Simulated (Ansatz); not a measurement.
## Pressure series in HfO2

Base system: HfO2 (space group P4_2/nmc, No. 137; a = 3.6048 Å, c = 5.2650 Å).

Cell and atoms are relaxed at each pressure.

Level of theory: PBE (Ansatz, an electronic-structure program), no spin-orbit coupling, earlier PAW set.

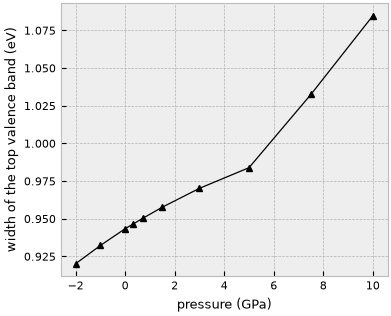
Width of the top valence band against pressure

Question: From the plot, what is the width of the top valence band for pressure −2 GPa?

Answer: About 0.92 eV.

Question: Is the trend monotonic over the range shown?

Answer: Yes, it rises throughout, spanning 0.92 eV to 1.08 eV.

With Hf present, leaving out spin-orbit coupling can change the band edges. The levels and masses belong to the bands next to the band gap. Load acts through the strain it causes; cell and atoms are relaxed under it. Stability against distortions was not tested. Competing high-pressure phases were not computed. This is not the structure that HfO2 has at room temperature and ambient pressure.
